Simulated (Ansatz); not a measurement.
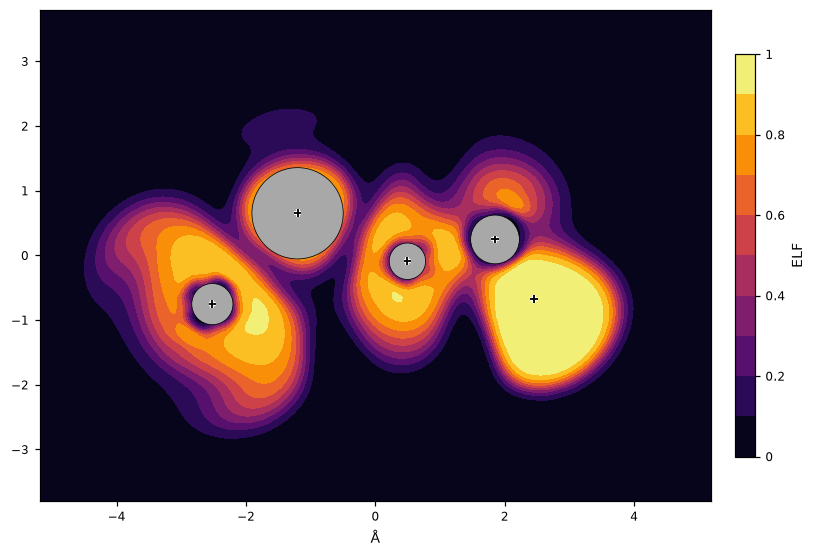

The ELF on a plane through atoms (crosses mark nuclei in the plane; grey discs cover the cores).

Theory: Ansatz, isolated molecule in a Gaussian basis; Kohn-Sham density functional theory, functional PBE0.

Candidates:
A. Cl₄F₂W
B. CH₄F₂MoO₃
C. CH₅MoNO₃

### Which candidate gave the map?

Candidate C: CH₅MoNO₃ on the plane of atoms N3, Mo2 and O4, which holds C, Mo, N, O and H. C–O (1.40 Å): the ELF peaks at about 0.90 between the atoms; a shared but strongly polarised pair. Mo–N (1.92 Å): the ELF peaks at about 0.90 in the valence shell of N, 0.6 Å from its nucleus, and is about 0.35 at the midpoint.
